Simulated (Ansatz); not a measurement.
TaGeW$_{6}$

Input

```
crystal:
  lattice:
    - [3.2476533917, 0.0, 0.0]
    - [0.0, 3.2476533917, 0.0]
    - [0.0, 0.0, 12.2801612652]
  atoms:
    - { symbol: Ta, position: [0.0, 0.0, 0.0062227072] }
    - { symbol: Ge, position: [0.5, 0.5, 0.1302323394] }
    - { symbol: W, position: [0.5, 0.5, 0.622914976] }
    - { symbol: W, position: [0.0, 0.0, 0.751330008] }
    - { symbol: W, position: [0.0, 0.0, 0.2449102334] }
    - { symbol: W, position: [0.5, 0.5, 0.3694390797] }
    - { symbol: W, position: [0.5, 0.5, 0.8774647463] }
    - { symbol: W, position: [0.0, 0.0, 0.4974859099] }
basis:
  ecutwfc: 420
kpoints:
  mp_grid: { grid: [10, 10, 4] }
hamiltonian:
  xc: pbe
scf:
  occupations: { method: gaussian, width: 0.1 }
output:
  forces: true
  stress: true
  eigenvalues: true
  write_density: true
  write_potential: true
  elf: true
  volumetric_format: npy
relax:
  adjacent_minimum: "off"
  f_tol: 0.001
  max_steps: 60
  cell: { stress_tol: 0.01 }
```

Command:

```sh
ansatz run input.yaml --threads 3 --pin off --max-ram 7680MiB --backend cpu --events-out ev --progress --plain --runs-dir out
```

Below, planes, directions and counts refer to the conventional cell (a = 3.25 Å, b = 3.25 Å, c = 12.28 Å, α = 90.00°, β = 90.00°, γ = 90.00°).

Space group P4mm; a generated structure, not necessarily the stable one; computed without spin polarisation.

Level of theory: DFT PBE, scalar-relativistic, plane waves, PAW in Ansatz 0.2.0.

Question: What can the converged valence pseudo-density and electron localisation function tell about the bonding?

Answer: Ge–W (2.69 Å): the density is about 0.36 e/Å³ at the midpoint; the ELF is about 0.35 at the midpoint.
Ta–Ge (2.76 Å): ρ at the midpoint is about 0.31 e/Å³; the ELF is about 0.35 at the midpoint.
W–W (2.76 Å): the density is about 0.42 e/Å³ at the midpoint; the ELF is about 0.40 at the midpoint.
Ta–W (2.79 Å): the density is about 0.37 e/Å³ at the midpoint; the ELF is about 0.35 at the midpoint.

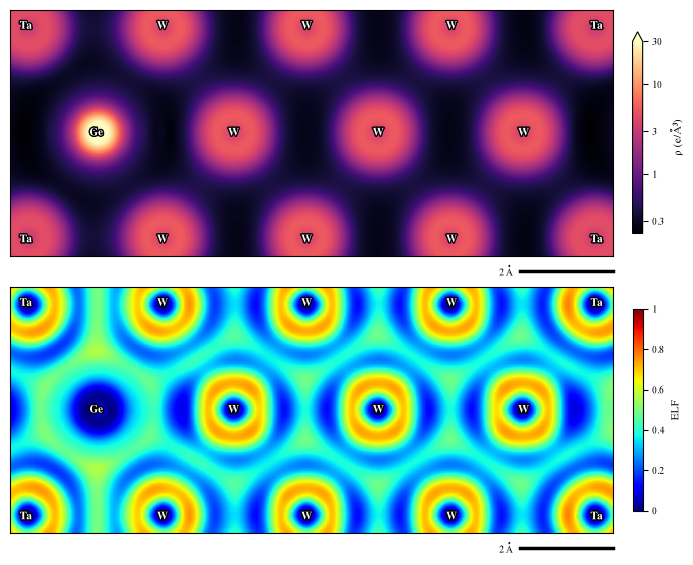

Computed valence pseudo-density and electron localisation function on the (110) plane of the conventional cell, in this order. 

In a PAW calculation such maps are meaningful between the atoms, not at the nuclei.
